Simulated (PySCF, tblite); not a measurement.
# C₄H₁₁B₂N₂ radical: geometry, infrared bands and EPR parameters

Wanted: the infrared bands and EPR parameters of C₄H₁₁B₂N₂ radical (`B[N]BN1CCCC1`), by calculation.

The runs use tblite 0.8.0 and PySCF 2.14.0, with density-fitted response routines of our own; the level of theory stands in each step. All values are computed, except where a source is named. Atoms are numbered from 0 throughout.

## 1. Starting geometry

19 atoms, charge 0, multiplicity 2; geometry from: force field or distance geometry start.

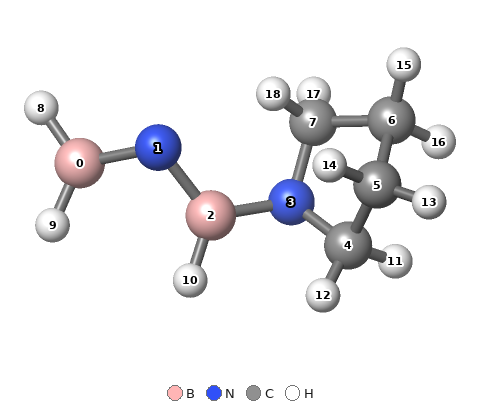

As it starts; boron pink, nitrogen blue, carbon grey, hydrogen white, atoms numbered; sticks join atoms by distance.

## 2. Geometry optimisation with GFN2-xTB

The job: settings as JSON, then the geometry in Å.

```
{"job": {"kind": "relax", "xc": "GFN2-xTB", "basis": "xTB"}, "charge": 0, "multiplicity": 2}
B      3.515500     0.450400    -0.260400
N      2.044300     0.629100    -0.682500
B      1.281800    -0.610200    -0.216400
N     -0.011700    -0.473500     0.595000
C     -1.059400    -1.290200    -0.002600
C     -1.793100    -0.266500    -0.879300
C     -1.938200     0.825900     0.180600
C     -0.481400     0.885800     0.647700
H      4.146000     1.450200    -0.135000
H      4.046400    -0.592200    -0.383000
H      1.697300    -1.710700    -0.357600
H     -1.726800    -1.621200     0.827600
H     -0.656400    -2.123100    -0.582600
H     -2.747000    -0.632400    -1.252100
H     -1.112400     0.122400    -1.656500
H     -2.290700     1.776500    -0.224800
H     -2.609500     0.394900     0.951500
H     -0.359400     1.371200     1.612600
H      0.045100     1.422600    -0.174500
```

On the command line:

```sh
$ OMP_NUM_THREADS=1 python probes_run.py task.json out
```

One launch serves the whole session: the jobs run in the order shown.

**Question.** This job is followed by: GFN2-xTB harmonic vibrations, gas phase; UKS B3LYP, pcH-1 on B C H N, non-relativistic, mean-field spin-orbit, GIAO. Predict these results of the whole session: strongest single infrared mode (GFN2-xTB); zero-point energy (GFN2-xTB); g(iso) (B3LYP); ⟨S²⟩; largest a(iso) (averaged by class); potential on the surface of density 0.002 e/bohr³, 1st and 99th percentile.

The runs gave:

| quantity | value |
| --- | --- |
| strongest single infrared mode (GFN2-xTB) | 2526 cm⁻¹, 185 km/mol |
| zero-point energy (GFN2-xTB) | 96.1 kcal/mol |
| g(iso) (B3LYP) | 2.00351 |
| ⟨S²⟩ | 0.764 (exact 0.75) |
| largest a(iso) (averaged by class) | 1H on H8, H9, 231.6 MHz |
| potential on the surface of density 0.002 e/bohr³, 1st and 99th percentile | -0.84 V and 0.92 V |

**Reading.** The optimisation took 176 steps and gained 2.468 eV; among the close pairs (by a distance rule), B0–N1 changed most, from 1.541 to 1.317 Å. No mode is imaginary among the 51: a minimum at this level. The strongest single mode, at 2526 cm⁻¹, moves mainly H10. Unscaled tight-binding wavenumbers are off by several per cent, some by more. Its intensities can rank the bands wrongly. N1 carries the largest spin population, 0.67 e. The isotropic g lies 1.2 ppt above the free-electron value. The conformer search found further structures of the same energy, which may be mirror or relabelled copies of this one.
